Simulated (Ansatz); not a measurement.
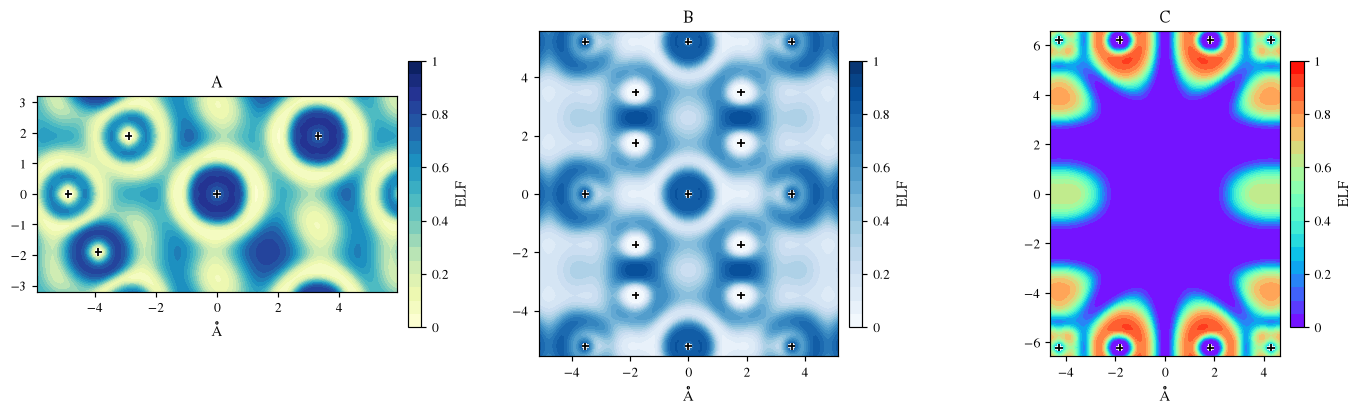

The electron localisation function of 3 systems, each on a plane through atoms (crosses mark nuclei in the plane).

Level of theory: DFT PBE, scalar-relativistic, plane waves, PAW in Ansatz.

System 1: RuBr$_{5}$, the (110) plane of the conventional cell. Space group P-62m; a generated structure, not necessarily the stable one; spin-polarised.

```xyz
6
Lattice="7.1748 0.0000 0.0000 -3.5874 6.2135 0.0000 0.0000 0.0000 8.5599" Properties=species:S:1:pos:R:3 pbc="T T T"
Ru    0.0000    0.0000    4.2799
Br    0.0000    0.0000    1.8297
Br    0.0000    0.0000    6.7302
Br    4.8257    0.0000    4.2799
Br   -2.4129    4.1792    4.2799
Br    1.1745    2.0343    4.2799
```

System 2: HfSi$_{2}$B$_{4}$, the (110) plane of the conventional cell. Space group P6/mmm; a generated structure, not necessarily the stable one; changed on purpose from its base cell (volume × 0.97, shape and atoms relaxed); computed pressure about 4 GPa in this cell.

System 3: Ca$_{2}$Ti$_{2}$N, the (110) plane of the conventional cell. Space group P-3m1; a generated structure, not necessarily the stable one; computed without spin polarisation.

```
CELL_PARAMETERS angstrom
3.28863 0.00000 0.00000
-1.64431 2.84804 0.00000
0.00000 0.00000 11.08825
ATOMIC_POSITIONS crystal
Ca 0.33333 0.66667 0.85027
Ca 0.66667 0.33333 0.14973
Ti 0.33333 0.66667 0.41100
Ti 0.66667 0.33333 0.58900
N 0.00000 0.00000 0.50000
```

Match each panel to its system.

Answer. Panel A is system 3, Ca$_{2}$Ti$_{2}$N: the plane holds Ca, Ti and N. Ti–N (2.14 Å): the ELF peaks at about 0.80 in the valence shell of N, 0.7 Å from its nucleus, and is about 0.20 at the midpoint; no shared electron pair shows on this line. Panel B is system 2, HfSi$_{2}$B$_{4}$: the plane holds Hf, Si and B. B–B (1.74 Å): the ELF peaks at about 0.90 between the atoms. Panel C is system 1, RuBr$_{5}$: the plane holds Ru and Br. Ru–Br (2.45 Å): the ELF is about 0.45 at the midpoint.
